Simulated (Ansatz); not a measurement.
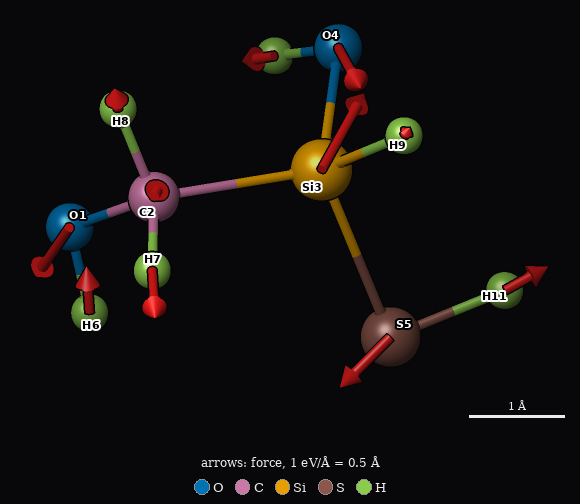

Starting geometry of CH₆O₂SSi (coarse preliminary run) with the computed forces as red arrows. The picture is a ball-and-stick view, seen at a tilt.

The start comes from a force field.

All numbers below come from RKS PBE-D4/def2-SVP (Ansatz 0.2.0). Settings: force threshold 0.03 eV/Å; at most 200 steps.

Q: What follows when this structure is relaxed?

A: It isn't relaxed: the largest force vector, on the Si atom, is 2.64 eV/Å. The final displacements have little in common with the starting forces (cosine between the two patterns 0.06). The largest move after the best rigid fit is that of an H atom, 0.60 Å. Largest moves by element: H 0.60 Å, S 0.38 Å, O 0.36 Å, Si 0.14 Å, C 0.03 Å. Near-neighbour distances that change, for instance: O–Si 1.762 → 1.678 Å, C–H 1.066 → 1.117 Å, C–O 1.391 → 1.436 Å, H–S 1.320 → 1.362 Å. Bond angles that change, for instance: O–C–Si 115.5° → 104.4°, C–Si–S 108.9° → 101.2°, C–Si–O 113.4° → 106.3°. Groups turn about S–Si by about 30°. After 12 accepted moves (13 points after the start) the energy has fallen by 0.391 eV. The largest force component goes from 2.6 to 0.011 eV/Å. The line search rejected the trial step at point 12 of the run.
